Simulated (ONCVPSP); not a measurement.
# Pseudopotential generation for S

Sulfur (S, Z = 16), core [He], reference valence 2s2 2p6 3s2 3p4, valence charge 14. Computed at this level: ONCV potential, LDA (Perdew-Wang 92), non-relativistic, made with ONCVPSP 4.0.1.

## Input
```
# ATOM AND REFERENCE CONFIGURATION
# atsym  z   nc   nv     iexc    psfile
  S 16.00    1    4  -001012      upf
#
#   n    l    f
    1    0    2.00
    2    0    2.00
    2    1    6.00
    3    0    2.00
    3    1    4.00
#
# PSEUDOPOTENTIAL AND OPTIMIZATION
# lmax
    1
#
#   l,   rc,      ep,       ncon, nbas, qcut
    0    0.80    0.00    4    8   13.80
    1    0.70    0.00    4    7   20.20
#
# LOCAL POTENTIAL
# lloc, lpopt,  rc(5),   dvloc0
    4    5    0.70    0.00
#
# VANDERBILT-KLEINMAN-BYLANDER PROJECTORs
# l, nproj, debl
    0    2    2.90
    1    2    2.30
#
# MODEL CORE CHARGE
# icmod, fcfact, rcfact
    1    0.35    0.00
#
# LOG DERIVATIVE ANALYSIS
# epsh1, epsh2, depsh
   -9.00    5.00    0.04
#
# OUTPUT GRID
# rlmax, drl
    6.00    0.01
#
# TEST CONFIGURATIONS
# ncnf
    4
# nvcnf
#   n    l    f
    4
    2    0    2.00
    2    1    6.00
    3    0    2.00
    3    1    3.00
#
    4
    2    0    2.00
    2    1    6.00
    3    0    2.00
    3    1    2.00
#
    4
    2    0    2.00
    2    1    6.00
    3    0    2.00
    3    1    1.00
#
    4
    2    0    2.00
    2    1    6.00
    3    0    2.00
    3    1    0.00
#
```

The log's header says scalar-relativistic, as this program prints it for non-relativistic runs too.

Run as:
```bash
oncvpspnr.x < S.dat > S.out
```

## Log (extracts)
```
ONCVPSP  (Optimized Norm-Conservinng Vanderbilt PSeudopotential)
scalar-relativistic version 4.0.1

#   n    l    f        energy (Ha)
    1    0    2.00    -8.7789777E+01
    2    0    2.00    -7.6997480E+00
    2    1    6.00    -5.7510779E+00
    3    0    2.00    -6.3083174E-01
    3    1    4.00    -2.6162952E-01

Reference configufation results
  iterations    23
  all-electron total energy (Ha)   -3.96710378D+02

Begin loop to  construct optimized pseudo wave functions
and semi-local pseudopoentials for all angular momenta

Calculating optimized projector #   1

 for l=   0

    Fraction of norm inside rc  0.923541
    Optimizing pswf for qcut=  13.81 a_B^-1,  ecut=  95.30 Ha
    Residual kinetic energy error=  6.73D-06 Ha

    Energy error per electron        Cutoff
         Ha          eV             Ha
         0.01000     0.27211       32.26
         0.00100     0.02721       41.11
         0.00010     0.00272       74.95
         0.00001     0.00027       91.89

Calculating optimized projector #   2

 for l=   0

    Fraction of norm inside rc  0.053554
    Optimizing pswf for qcut=  13.81 a_B^-1,  ecut=  95.30 Ha
    Residual kinetic energy error=  1.21D-05 Ha

    Energy error per electron        Cutoff
         Ha          eV             Ha
         0.01000     0.27211       25.82
         0.00100     0.02721       35.99
         0.00010     0.00272       77.06
         0.00001     0.00027       97.65

Calculating optimized projector #   1

 for l=   1

    Fraction of norm inside rc  0.877141
    Optimizing pswf for qcut=  20.22 a_B^-1,  ecut= 204.46 Ha
    Residual kinetic energy error=  6.42D-06 Ha

    Energy error per electron        Cutoff
         Ha          eV             Ha
         0.01000     0.27211      137.64
         0.00100     0.02721      163.10
         0.00010     0.00272      182.78
         0.00001     0.00027      200.74

Calculating optimized projector #   2

 for l=   1

    Fraction of norm inside rc  0.031726
    Optimizing pswf for qcut=  20.22 a_B^-1,  ecut= 204.46 Ha
    Residual kinetic energy error=  3.29D-06 Ha

    Energy error per electron        Cutoff
         Ha          eV             Ha
         0.01000     0.27211      110.58
         0.00100     0.02721      145.43
         0.00010     0.00272      173.62
         0.00001     0.00027      194.17

Construct Vanderbilt / Kleinmman-Bylander projectors

B matrix Hermiticity error, ll=   0
   1   2    1.6552E-08

  Orthonormal projector coefficients  7.0903E+00 -3.4643E-01

B matrix Hermiticity error, ll=   1
   1   2   -9.5946E-09

  Orthonormal projector coefficients -2.7670E+01 -7.2472E+00

Model core correction analysis
  based on d2Exc/dn_idn_j

d2excae - all-electron derivatives

   -9.207715D-02   -8.553873D-02   -5.213838D-03   -3.061976D-03
   -8.553948D-02   -9.518538D-02   -5.303602D-03   -4.067178D-03
   -5.214139D-03   -5.303905D-03   -4.277709D-04   -2.714442D-04
   -3.062139D-03   -4.067398D-03   -2.714443D-04   -2.340002D-04

d2excps - pseudofunction derivatives with no core correction

   -9.338224D-02   -9.371708D-02   -5.713528D-03   -3.895493D-03
   -9.371697D-02   -9.959625D-02   -5.855305D-03   -4.279022D-03
   -5.713949D-03   -5.855665D-03   -4.966586D-04   -3.365846D-04
   -3.895717D-03   -4.279291D-03   -3.365847D-04   -2.474661D-04

rms 2nd derivative error    3.137642E-03

Polynomial model core charge

d2excps - pseudofunction derivatives with core correction

   -8.625734D-02   -8.925082D-02   -4.963226D-03   -3.572786D-03
   -8.925039D-02   -9.597128D-02   -5.397204D-03   -4.024187D-03
   -4.963446D-03   -5.397508D-03   -4.173515D-04   -3.032733D-04
   -3.572945D-03   -4.024418D-03   -3.032734D-04   -2.293783D-04

rms 2nd derivative error    1.979729E-03

Pseudoatom total energy -150.641788

Diagnostic tests using Vanderbilt-Kleinman-Bylander pseudopotentials
  1 or more projectors used as specified by nproj input data

   l    rcore       rmatch      e in        delta e   norm test  slope test

   0   0.8009830   0.8253026  -7.6997480   0.0000004   1.0000001   1.0000001
   0   0.8009830   0.8253026  -0.6308317   0.0000000   1.0000000   1.0000000

   1   0.7022112   0.7235318  -5.7510779  -0.0000008   0.9999999   0.9999998
   1   0.7022112   0.7235318  -0.2616295   0.0000000   1.0000000   1.0000000

 Testing for bound ghosts
   n   l    E NL Schr. Eq   E Basis Diag.   E Cutoff

   1   0       -7.699748       -7.699727    410.66
   2   0       -0.630832       -0.277962    410.66

   2   1       -5.751079       -5.750625    452.05
   3   1       -0.261630        0.596832    452.05

 Testing for highly-localized positive-energy ghosts
       l    <radius>/rc     E Basis Diag.   E Cutoff

Test configuration 0

   n   l     f        eae           eps        diff
   1   0  2.0000  -87.78977679
   2   0  2.0000   -7.69974799   -7.69974762    3.67D-07
   2   1  6.0000   -5.75107789   -5.75107866   -7.76D-07
   3   0  2.0000   -0.63083174   -0.63083174    0.00D+00
   3   1  4.0000   -0.26162952   -0.26162952    0.00D+00

    Total energies and differences
      AE_ref= -3.96710378D+02  AE_tst= -3.96710378D+02  dif=  0.00D+00
      PS_ref= -1.50641788D+02  PS_tst= -1.50641788D+02  dif=  9.66D-13
      PSP excitation error= -9.66D-13

Test configuration 1

   n   l     f        eae           eps        diff
   1   0  2.0000  -88.22982337
   2   0  2.0000   -8.13041924   -8.13044347   -2.42D-05
   2   1  6.0000   -6.18282665   -6.18209146    7.35D-04
   3   0  2.0000   -1.01080269   -1.01082516   -2.25D-05
   3   1  3.0000   -0.62076338   -0.62073586    2.75D-05

    Total energies and differences
      AE_ref= -3.96710378D+02  AE_tst= -3.96274105D+02  dif=  4.36D-01
      PS_ref= -1.50641788D+02  PS_tst= -1.50205524D+02  dif=  4.36D-01
      PSP excitation error=  1.01D-05

Test configuration 2

   n   l     f        eae           eps        diff
   1   0  2.0000  -88.76195540
   2   0  2.0000   -8.64365681   -8.64382409   -1.67D-04
   2   1  6.0000   -6.69814497   -6.69612189    2.02D-03
   3   0  2.0000   -1.44264238   -1.44268719   -4.48D-05
   3   1  2.0000   -1.03199394   -1.03187539    1.19D-04

    Total energies and differences
      AE_ref= -3.96710378D+02  AE_tst= -3.95451582D+02  dif=  1.26D+00
      PS_ref= -1.50641788D+02  PS_tst= -1.49383067D+02  dif=  1.26D+00
      PSP excitation error=  7.59D-05

Test configuration 3

   n   l     f        eae           eps        diff
   1   0  2.0000  -89.37740185
   2   0  2.0000   -9.22910004   -9.22952706   -4.27D-04
   2   1  6.0000   -7.28683131   -7.28286962    3.96D-03
   3   0  2.0000   -1.91544000   -1.91549203   -5.20D-05
   3   1  1.0000   -1.48532973   -1.48501166    3.18D-04

    Total energies and differences
      AE_ref= -3.96710378D+02  AE_tst= -3.94196102D+02  dif=  2.51D+00
      PS_ref= -1.50641788D+02  PS_tst= -1.48127794D+02  dif=  2.51D+00
      PSP excitation error=  2.83D-04

Test configuration 4

   n   l     f        eae           eps        diff
   1   0  2.0000  -90.07126497
   2   0  2.0000   -9.88053545   -9.88131249   -7.77D-04
   2   1  6.0000   -7.94281348   -7.93615143    6.66D-03
   3   0  2.0000   -2.42082855   -2.42085512   -2.66D-05

    Total energies and differences
      AE_ref= -3.96710378D+02  AE_tst= -3.92469510D+02  dif=  4.24D+00
      PS_ref= -1.50641788D+02  PS_tst= -1.46401685D+02  dif=  4.24D+00
      PSP excitation error=  7.66D-04
```

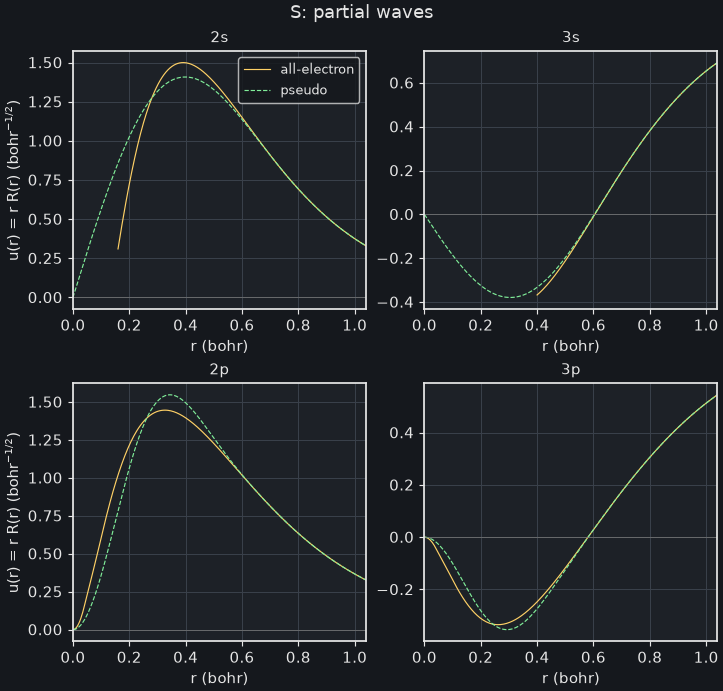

Figure 1. All-electron valence functions (solid) with their pseudo partners (dashed). The innermost oscillations of some all-electron curves aren't drawn. Reference configuration 2s2 2p6 3s2 3p4.

- Matching radii: 2s at 0.80 bohr; 3s at 0.80 bohr; 2p at 0.70 bohr; 3p at 0.70 bohr. The curves merge smoothly, so the plot gives these only roughly.
- Nodes of the pseudo-waves: 2s has no node; 3s has a node at about 0.6 bohr; 2p has no node; 3p has a node at about 0.6 bohr. A node in 3s and 3p is expected, since a lower shell of the same l is also in the valence and the two must stay orthogonal.
- Cutoffs needed: 163 Ha (loose) and 183 Ha (tight), as the cutoffs at which the residual kinetic energy of the hardest occupied pseudo-wave falls to 1 and 0.1 mHa per electron.

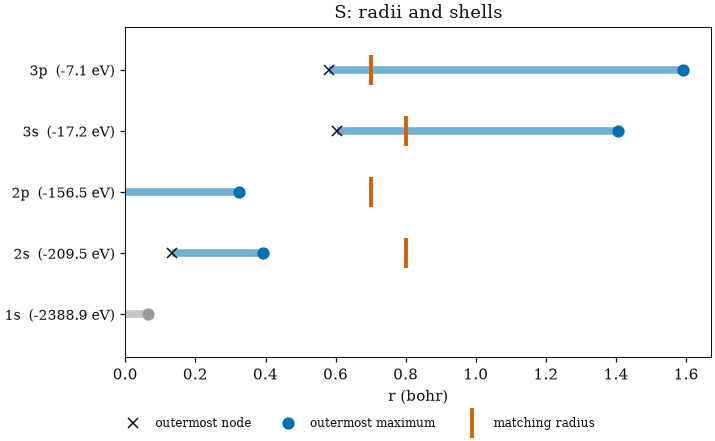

Figure 2. Outer shells of the all-electron reference atom: each bar runs from the outermost node (or the nucleus) to the outermost maximum of u(r); the tick is the radius chosen for the pseudo-wave. Shells without a tick have no pseudo-wave of their own. Levels, nodes and maxima are from ld1.x, non-relativistic.

- Radii against the shells: 2s: 0.80 bohr, outside the maximum; 2p: 0.70 bohr, outside the maximum; 3s: 0.80 bohr, between node and maximum; 3p: 0.70 bohr, between node and maximum.

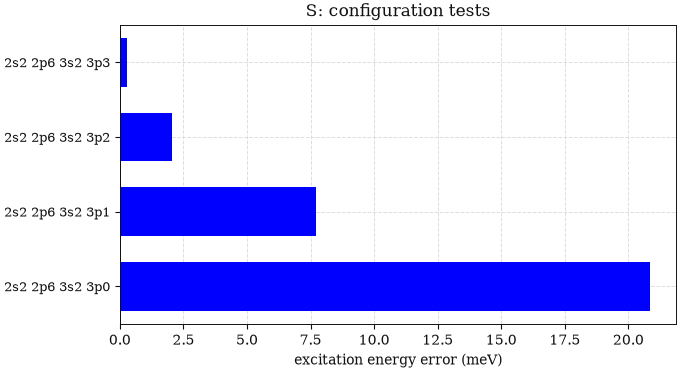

Figure 3. Errors, all-electron minus pseudo, of the energies of valence configurations relative to the unpolarised reference 2s2 2p6 3s2 3p4.

- Worst configuration: 2s2 2p6 3s2 3p0 (charge +4): the error is +21 meV on an all-electron energy of +115.40 eV relative to the reference, or 0.018 %.
- Errors in meV: 2s2 2p6 3s2 3p3: +0.3; 2s2 2p6 3s2 3p2: +2.1; 2s2 2p6 3s2 3p1: +7.7; 2s2 2p6 3s2 3p0: +21.
- Configurations within 10 meV and within 50 meV: 3 and 4 of 4.

## Results in brief

- outcome: generated
- cutoffs needed: 163 Ha and 183 Ha (the cutoffs at which the residual kinetic energy of the hardest occupied pseudo-wave falls to 1 and 0.1 mHa per electron)
- ghost test: no bound ghost flagged; no localised positive-energy state flagged
- largest excitation error: +21 meV (all-electron minus pseudo) for 2s2 2p6 3s2 3p0, out of 4 test configurations
- rms error of d²Exc/dni dnj: 3.14 mHa without and 1.98 mHa with the model core
- range over which the phases arctan(r R′/R) at the test radius agree within 0.05 rad (a looser test near the poles than one of phase shifts): s: over the whole range computed; p: over the whole range computed; d: not judged, local potential alone; f: not judged, local potential alone
- hardware: 1 CPU thread, shared host
- wall time: 3.3 s
